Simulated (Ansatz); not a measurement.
Input file:

```
crystal:
  periodic: [false, false, false]
  atoms:
    - { symbol: C, position_ang: [-0.6117, 1.0006, 1.1367] }
    - { symbol: C, position_ang: [0.5306, 0.2199, 0.6227] }
    - { symbol: C, position_ang: [1.81114, 0.97142, 0.97082] }
    - { symbol: Si, position_ang: [0.57665, -1.63121, 1.06988] }
    - { symbol: P, position_ang: [0.74887, -1.81305, 3.34768] }
    - { symbol: H, position_ang: [-0.6556, 2.0717, 0.6991] }
    - { symbol: H, position_ang: [-0.6011, 1.1489, 2.2194] }
    - { symbol: H, position_ang: [-1.5766, 0.5934, 0.8562] }
    - { symbol: H, position_ang: [0.41877, 0.24198, -0.49873] }
    - { symbol: H, position_ang: [1.99092, 1.08124, 2.00895] }
    - { symbol: H, position_ang: [1.79045, 2.01218, 0.52817] }
    - { symbol: H, position_ang: [2.69986, 0.48061, 0.48117] }
    - { symbol: H, position_ang: [-0.75109, -2.26704, 0.76471] }
    - { symbol: H, position_ang: [1.68308, -2.27568, 0.51348] }
    - { symbol: H, position_ang: [-0.55461, -1.37413, 3.6747] }
    - { symbol: H, position_ang: [0.43054, -3.16635, 3.3987] }
basis:
  gaussian: { orbitals: def2-SVP }
hamiltonian:
  xc: pbe
  dispersion: d4
relax:
  f_tol: 0.015
  max_steps: 40
output:
  orbitals: {}
```

Launched as:

```sh
ansatz run input.yaml --threads 2 --pin off --max-ram 3072MiB --backend cpu --events-out ev --progress --plain --runs-dir out
```

The fields are those of the run's last geometry, not of the input's.

All numbers below come from RKS PBE-D4/def2-SVP in Ansatz.

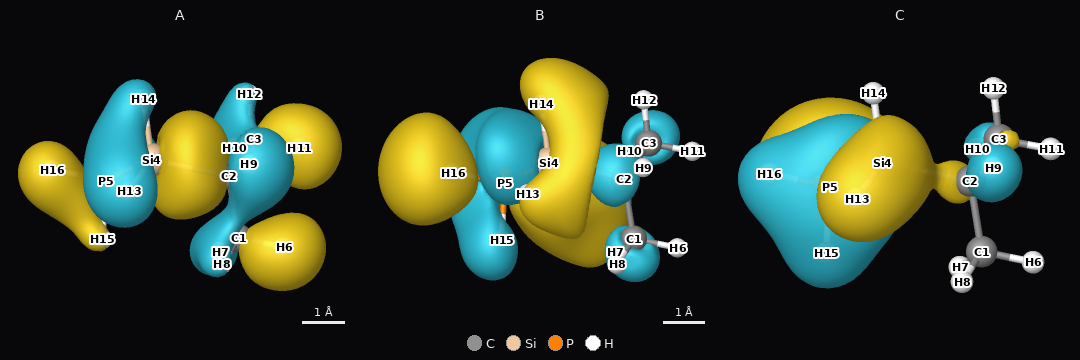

C3H11PSi. Three frontier orbitals at ±0.06 Å⁻³ᐟ² (yellow and cyan are the two phases), in no order.

Q: Order the three orbitals by energy and name them.

A: A is the HOMO−1 (−6.80 eV). It lies mainly on C2 (about 30 %), Si4 (about 20 %), P5 (about 10 %), C3 (about 5 %) and C1 (about 5 %). C is the HOMO (−6.23 eV). By Hirshfeld shares it lies mainly on P5 (about 70 %) and Si4 (about 15 %); largely a lone pair of P5. B is the LUMO (−0.23 eV). Its weight (Hirshfeld) is mainly on P5 (about 35 %), H16 (about 20 %) and Si4 (about 15 %).

Q: What is the HOMO–LUMO gap?

A: 6.00 eV between the orbital energies.
